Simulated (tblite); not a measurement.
# Nudged elastic band, with input and output: C$_{5}$H$_{4}$F$_{2}$GeN (charge −1)

C$_{5}$H$_{4}$F$_{2}$GeN, charge −1, computed with GFN2-xTB climbing-image nudged elastic band, gas phase (tblite 0.8.0).

The run did not end well.

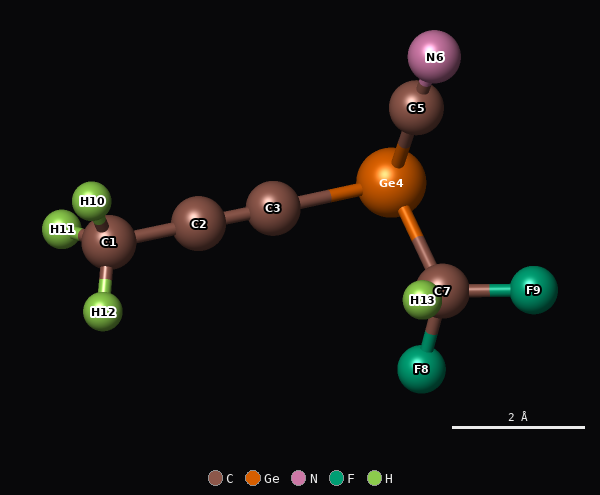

Figure 1. The structure as given in the input (ball-and-stick view, seen at a tilt; atoms are numbered from 1 in the order of the input). Sticks mark near contacts. Bond lengths as drawn: C–C 1.21 to 1.46 Å, C–F 1.38 to 1.39 Å, C–Ge 1.98 to 2.10 Å, C–H 1.09 to 1.10 Å and C–N 1.15 Å.

Outcome

| quantity | value |
| --- | --- |
| outcome | not converged |
| forward barrier | 1.096 eV |
| hardware | 1 CPU thread, shared host |
| wall time | 11 s |
| peak memory | 0.2 GiB |

The run did not converge. At least one of its steps failed, so the values that rest on that step are not results.

Input
```
{"job": {"xc": "GFN2-xTB", "basis": "xTB", "kind": "neb"}, "charge": -1, "multiplicity": 1}
C      2.808210     0.304165    -0.793236
C      1.545663     0.191979    -0.070616
C      0.490489     0.103132     0.507413
Ge    -1.145390    -0.104075     1.596724
C     -1.851628     1.584099     0.818699
N     -2.293893     2.608519     0.522307
C     -2.047615    -1.159954     0.028163
F     -1.578555    -2.462580    -0.027152
F     -3.408188    -1.306717     0.238861
H      2.884892     1.280552    -1.278687
H      3.652806     0.190108    -0.107764
H      2.877818    -0.470896    -1.560930
H     -1.938996    -0.757847    -0.989019
```

The first line tells a small driver script what to run in tblite; the rest is the geometry in Å.

Launch command:
```bash
OMP_NUM_THREADS=1 python <driver script> task.json out
```

The program's output
```
image   E - E0 / eV
  0       0.0000
  1       0.1443
  2       0.3753
  3       0.3569
  4       1.0960
  5       0.1143
  6       0.0012
```
